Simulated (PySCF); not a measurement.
# C₅H₄ClF₃O: vibronic structure

Wanted: vibronic structure for C₅H₄ClF₃O (`FC(F)(F)C1=C(Cl)COC1`).

Programs: PySCF 2.14.0, with routines of our own; each step states its level. All values are computed. Atoms count from 0.

## (1) The system as given

14 atoms, charge 0, multiplicity 1; geometry from: GFN2-xTB.

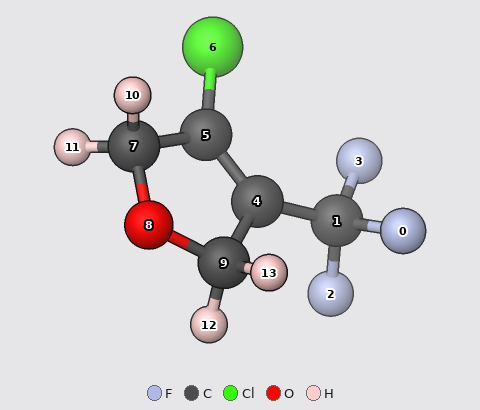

The starting geometry (fluorine light blue, carbon dark grey, chlorine green, oxygen red, hydrogen pink).

## (2) Vibronic structure: TDDFT PBE0/6-31G*

Job settings and geometry (Å):

```
{"job": {"kind": "vib", "xc": "PBE0", "basis": "6-31G*", "tda": false}, "charge": 0, "multiplicity": 1}
F      2.359145    -0.354623     1.266843
C      1.897415     0.131872     0.099796
F      2.489094    -0.600354    -0.862218
F      2.375058     1.372284    -0.014178
C      0.412930     0.046525     0.018197
C     -0.500126     1.003133    -0.147191
Cl    -0.292481     2.674687    -0.325773
C     -1.870948     0.388948    -0.160996
O     -1.662200    -0.998145     0.011851
C     -0.278917    -1.284412     0.128574
H     -2.494305     0.780226     0.653767
H     -2.384948     0.576846    -1.112865
H      0.028970    -1.969949    -0.672827
H     -0.079366    -1.767509     1.094852
```

Level: TDDFT PBE0/6-31G* vertical-gradient vibronic structure (displaced harmonic oscillators, Condon), gas phase.

Started as:

```
$ OMP_NUM_THREADS=1 python excited_run.py task.json out
```

One launch serves the whole session: the jobs run in the order shown.

Log:

```text
final grid: 63184 points
cycle   1  E = -1026.9098329083  dE =  1.890e+00  |g| = 1.032e+00  |ddm| = 3.951e+00
cycle   2  E = -1026.6902565694  dE =  2.196e-01  |g| = 1.558e+00  |ddm| = 1.835e+00
cycle   3  E = -1027.0997806082  dE = -4.095e-01  |g| = 7.694e-02  |ddm| = 1.183e+00
cycle   4  E = -1027.1004563149  dE = -6.757e-04  |g| = 5.555e-02  |ddm| = 1.281e-01
cycle   5  E = -1027.1011500816  dE = -6.938e-04  |g| = 1.343e-02  |ddm| = 6.098e-02
cycle   6  E = -1027.1011917773  dE = -4.170e-05  |g| = 5.008e-03  |ddm| = 1.811e-02
cycle   7  E = -1027.1011974992  dE = -5.722e-06  |g| = 9.674e-04  |ddm| = 5.822e-03
cycle   8  E = -1027.1011976928  dE = -1.935e-07  |g| = 1.905e-04  |ddm| = 1.110e-03
cycle   9  E = -1027.1011976992  dE = -6.464e-09  |g| = 8.072e-05  |ddm| = 2.267e-04
cycle  10  E = -1027.1011977007  dE = -1.476e-09  |g| = 1.752e-05  |ddm| = 1.051e-04
cycle  11  E = -1027.1011977008  dE = -5.366e-11  |g| = 9.229e-06  |ddm| = 2.489e-05
converged SCF energy = -1027.1011977008

Singlet excitations (eV, f): 5.584 (0.0802)  6.793 (0.0025)  6.843 (0.0002)  6.928 (0.2622)  7.692 (0.0000)  7.909 (0.0002)

State S1  5.5838 eV  f = 0.08015  H->L 0.86, H-1->L 0.14
  relaxed dipole 6.481 D, largest gradient of the excitation energy 0.0871 Eh/bohr
  mode    cm-1        S   lambda/meV  Raman
   28   1282.7    2.1101     335.6   1.000
   32   1690.7    0.9723     203.8   0.801
    9    408.3    0.8162      41.3   0.039
   27   1246.0    0.2085      32.2   0.093
    6    228.8    0.7202      20.4   0.011
   29   1298.0    0.1264      20.3   0.061
   16    924.5    0.1408      16.1   0.035
   12    542.3    0.2100      14.1   0.018
   18    976.5    0.1106      13.4   0.030
    4    122.0    0.8448      12.8   0.004
    7    323.7    0.2665      10.7   0.008
   25   1131.7    0.0758      10.6   0.028
  reorganisation energy 0.7708 eV, total S 6.894, 0-0 4.8131 eV
  absorption maximum 5.537 eV, width 0.824 eV

State S4  6.9279 eV  f = 0.26216  H-1->L 0.84, H->L 0.12
  relaxed dipole 2.518 D, largest gradient of the excitation energy 0.1067 Eh/bohr
  mode    cm-1        S   lambda/meV  Raman
   32   1690.7    1.5584     326.7   1.000
   15    760.2    0.7156      67.4   0.093
   28   1282.7    0.3684      58.6   0.136
    9    408.3    1.0165      51.5   0.038
   12    542.3    0.3885      26.1   0.026
   27   1246.0    0.0888      13.7   0.031
   11    455.2    0.1743       9.8   0.008
    4    122.0    0.2648       4.0   0.001
   25   1131.7    0.0252       3.5   0.007
   16    924.5    0.0287       3.3   0.005
   18    976.5    0.0233       2.8   0.005
   30   1456.9    0.0154       2.8   0.007
  reorganisation energy 0.5793 eV, total S 4.745, 0-0 6.3487 eV
  absorption maximum 6.823 eV, width 0.712 eV

State T1  3.9806 eV  f = 0.00000  H->L 0.69, H-1->L 0.26
  relaxed dipole 1.736 D, largest gradient of the excitation energy 0.1342 Eh/bohr
  mode    cm-1        S   lambda/meV  Raman
   32   1690.7    3.2825     688.1   1.000
    9    408.3    0.8053      40.8   0.014
   28   1282.7    0.1923      30.6   0.034
   12    542.3    0.2841      19.1   0.009
   15    760.2    0.0986       9.3   0.006
   16    924.5    0.0708       8.1   0.006
   31   1466.7    0.0366       6.7   0.008
   30   1456.9    0.0354       6.4   0.008
   29   1298.0    0.0300       4.8   0.005
    6    228.8    0.1467       4.2   0.001
   18    976.5    0.0172       2.1   0.002
  reorganisation energy 0.8238 eV, total S 5.047, 0-0 3.1568 eV
  absorption maximum 3.789 eV, width 0.866 eV
```

Wall time 44 s (1 thread of Arm Neoverse V2, shared host); peak memory 0.85 GiB.

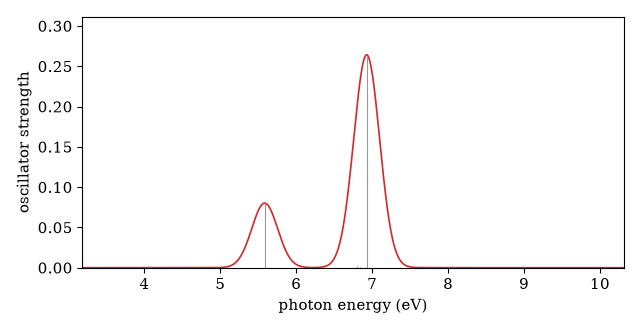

Absorption lines of the singlets. Lines are broadened to a width of 0.40 eV (Gaussian).

Orbitals, density, ELF and potential are computed afterwards from the orbital file.

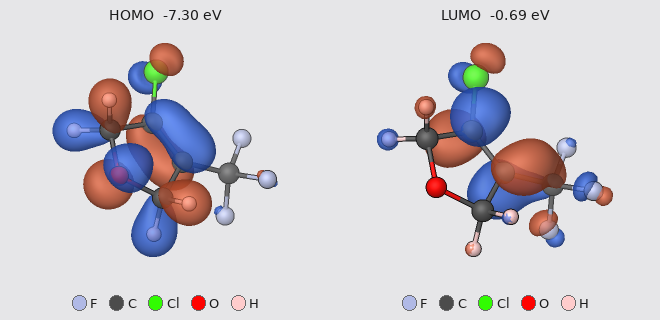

PBE0/6-31G* orbitals near the gap, drawn at the value that encloses 70 % of each; the two colours are the two signs.

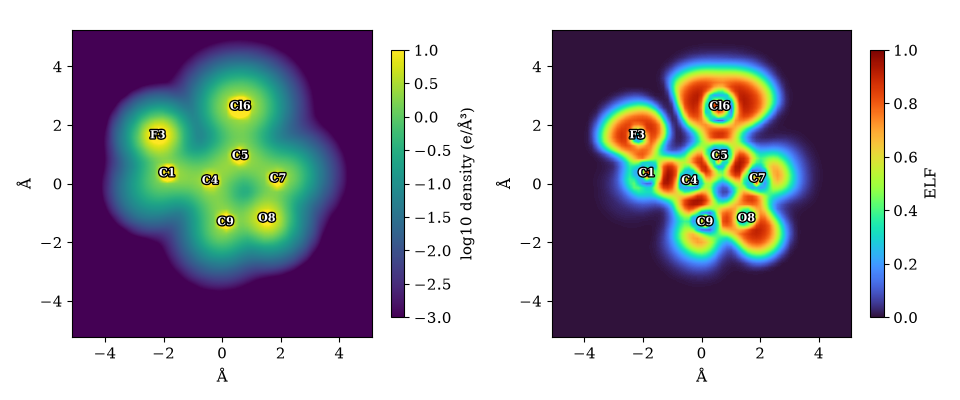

Density (left) and ELF (right) in a plane through or near 8 of the atoms.

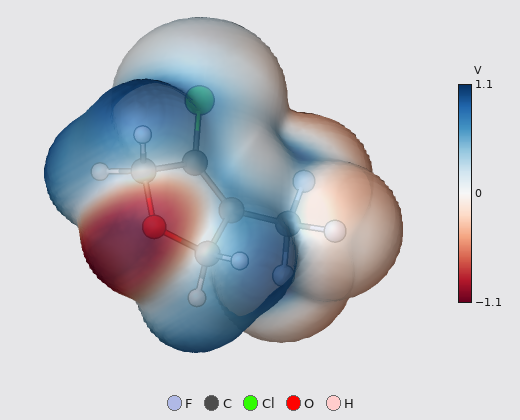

Electrostatic potential on the surface of density 0.002 e/bohr³; red is low, blue high. It runs from -1.10 V near O8 to 1.02 V near H10.

## (3) Vibronic structure: TDA wB97X/6-31G

The job, as its differences from that of step 2:

```diff
@@ -1,2 +1,2 @@
-{"job": {"kind": "vib", "xc": "PBE0", "basis": "6-31G*", "tda": false}, "charge": 0, "multiplicity": 1}
+{"job": {"kind": "vib", "xc": "wB97X", "basis": "6-31G", "tda": true, "fwhm_ev": 0.02}, "charge": 0, "multiplicity": 1}
 F      2.359145    -0.354623     1.266843
```

Method: TDA wB97X/6-31G vertical-gradient vibronic structure (displaced harmonic oscillators, Condon), gas phase.

Log:

```text
final grid: 63184 points
cycle   1  E = -1027.2326755727  dE =  2.504e+00  |g| = 1.119e+00  |ddm| = 3.916e+00
cycle   2  E = -1027.2526309736  dE = -1.996e-02  |g| = 1.242e+00  |ddm| = 2.569e+00
cycle   3  E = -1027.5235722341  dE = -2.709e-01  |g| = 5.766e-02  |ddm| = 1.163e+00
cycle   4  E = -1027.5243414475  dE = -7.692e-04  |g| = 2.801e-02  |ddm| = 1.149e-01
cycle   5  E = -1027.5245374463  dE = -1.960e-04  |g| = 1.004e-02  |ddm| = 4.529e-02
cycle   6  E = -1027.5245626674  dE = -2.522e-05  |g| = 1.707e-03  |ddm| = 1.472e-02
cycle   7  E = -1027.5245640699  dE = -1.402e-06  |g| = 6.209e-04  |ddm| = 5.094e-03
cycle   8  E = -1027.5245641877  dE = -1.178e-07  |g| = 2.530e-04  |ddm| = 1.235e-03
cycle   9  E = -1027.5245642075  dE = -1.985e-08  |g| = 8.336e-05  |ddm| = 4.624e-04
cycle  10  E = -1027.5245642099  dE = -2.408e-09  |g| = 2.330e-05  |ddm| = 1.484e-04
cycle  11  E = -1027.5245642102  dE = -3.192e-10  |g| = 7.174e-06  |ddm| = 7.280e-05
converged SCF energy = -1027.5245642102

Singlet excitations (eV, f): 6.233 (0.1286)  7.336 (0.0001)  7.503 (0.0070)  7.648 (0.3799)  8.315 (0.0000)  8.475 (0.0003)

State S1  6.2329 eV  f = 0.12864  H->L 0.86, H-1->L 0.12
  relaxed dipole 6.966 D, largest gradient of the excitation energy 0.0911 Eh/bohr
  mode    cm-1        S   lambda/meV  Raman
   28   1282.7    1.8356     291.9   0.986
   32   1690.7    1.0711     224.5   1.000
   15    760.2    0.3654      34.4   0.069
    9    408.3    0.6353      32.2   0.035
   18    976.5    0.2312      28.0   0.072
   27   1246.0    0.1351      20.9   0.069
   29   1298.0    0.1148      18.5   0.063
   12    542.3    0.2637      17.7   0.025
    6    228.8    0.5357      15.2   0.009
    7    323.7    0.3049      12.2   0.010
    4    122.0    0.6732      10.2   0.003
   21   1055.1    0.0729       9.5   0.027
  reorganisation energy 0.7658 eV, total S 6.608, 0-0 5.4671 eV
  absorption maximum 6.169 eV, width 0.824 eV

State S4  7.6482 eV  f = 0.37991  H-1->L 0.83, H->L 0.10
  relaxed dipole 3.348 D, largest gradient of the excitation energy 0.1102 Eh/bohr
  mode    cm-1        S   lambda/meV  Raman
   32   1690.7    1.6355     342.8   1.000
   15    760.2    0.6658      62.7   0.082
    9    408.3    1.2177      61.6   0.043
   28   1282.7    0.3188      50.7   0.112
   12    542.3    0.4090      27.5   0.026
   27   1246.0    0.1253      19.4   0.042
   11    455.2    0.2357      13.3   0.010
    4    122.0    0.5679       8.6   0.002
   25   1131.7    0.0369       5.2   0.010
   21   1055.1    0.0380       5.0   0.009
   16    924.5    0.0409       4.7   0.007
   30   1456.9    0.0156       2.8   0.007
  reorganisation energy 0.6140 eV, total S 5.398, 0-0 7.0343 eV
  absorption maximum 7.558 eV, width 0.742 eV

State T1  4.1365 eV  f = 0.00000  H->L 0.61, H-1->L 0.32
  relaxed dipole 1.947 D, largest gradient of the excitation energy 0.1459 Eh/bohr
  mode    cm-1        S   lambda/meV  Raman
   32   1690.7    3.8894     815.3   1.000
    9    408.3    0.8518      43.1   0.013
   28   1282.7    0.1676      26.7   0.025
   12    542.3    0.2722      18.3   0.007
   15    760.2    0.1549      14.6   0.008
   31   1466.7    0.0415       7.5   0.008
   30   1456.9    0.0415       7.5   0.008
   16    924.5    0.0584       6.7   0.004
   29   1298.0    0.0360       5.8   0.005
    6    228.8    0.1774       5.0   0.001
   18    976.5    0.0175       2.1   0.001
  reorganisation energy 0.9561 eV, total S 5.746, 0-0 3.1804 eV
  absorption maximum 4.018 eV, width 0.899 eV
```

It took 24 s on 1 thread of Arm Neoverse V2, shared host; peak memory 0.76 GiB.

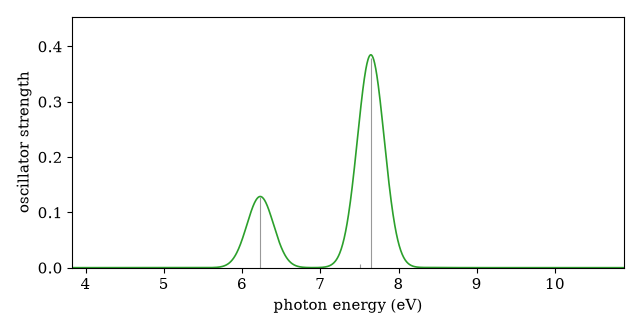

Absorption lines of the singlets. Lines are broadened to a width of 0.40 eV (Gaussian).

## (4) What came out

```
                                                                                   quantity                     value
S1: vertical, reorganisation, 0-0, total S (step 2, TDDFT PBE0/6-31G*, modes from GFN2-xTB)  5.58, 0.77, 4.81 eV; 6.9
S4: vertical, reorganisation, 0-0, total S (step 2, TDDFT PBE0/6-31G*, modes from GFN2-xTB)  6.93, 0.58, 6.35 eV; 4.7
  T1: vertical, reorganisation, 0-0, total S (step 2, TDA PBE0/6-31G*, modes from GFN2-xTB)  3.98, 0.82, 3.16 eV; 5.0
                 potential on the surface of density 0.002 e/bohr³, 1st and 99th percentile        -1.10 V and 1.02 V
  S1: vertical, reorganisation, 0-0, total S (step 3, TDA wB97X/6-31G, modes from GFN2-xTB)  6.23, 0.77, 5.47 eV; 6.6
  S4: vertical, reorganisation, 0-0, total S (step 3, TDA wB97X/6-31G, modes from GFN2-xTB)  7.65, 0.61, 7.03 eV; 5.4
  T1: vertical, reorganisation, 0-0, total S (step 3, TDA wB97X/6-31G, modes from GFN2-xTB)  4.14, 0.96, 3.18 eV; 5.7
```

What this shows: The vibronic model keeps the ground-state modes (from xTB) and shifts them along the gradient alone, so it can miss much of the relaxation that a full optimisation finds. At PBE0/6-31G*, counted by nearest atom on the grid, the HOMO lies on O8 30 %; C4 15 %, the LUMO on C4, C5 about 34 % each; Cl6 7 %.
